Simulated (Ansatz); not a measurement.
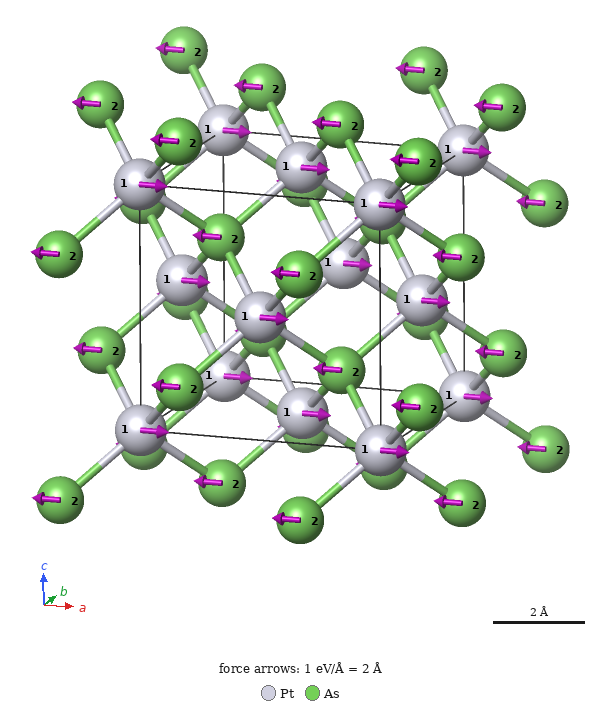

A changed version of a crystal of AsPt (built on the zincblende type), with the computed forces as purple arrows. Besides, the cell is strained by +1.5 % along [0 1 −1], −1.5 % along [0 1 1], none along the third axis (volume 0.0 %). Style: ball-and-stick. Shown: the conventional cell (4 times the calculation's cell), slightly off an axis. Lengths and directions refer to the drawn axes.

Method: DFT PBE, scalar-relativistic, plane waves, PAW (Ansatz). Set-up: plane-wave cutoff 420 eV; k-point mesh 12 × 12 × 12; occupations gaussian; smearing width 0.05 eV; no spin polarisation.

**How do the forces relate to the distortion?**

The atoms keep their fractional coordinates. No relaxation follows. The energy rises by 3.4 meV per atom. Pressure: 0.0 GPa before, 0.1 GPa after. The principal stresses (compression positive) are 1.6 GPa along [0 1 1], 0.1 GPa along a, −1.4 GPa along [0 1 −1]. The largest forces, 0.34 eV/Å, act on Pt1 and As2; on Pt1 it points along +a. Among the bonded contacts that change: As–Pt 2.436 → 2.412 to 2.461 Å. The space group (tolerance 0.01 Å) goes from F-43m (No. 216) to Imm2 (No. 44).
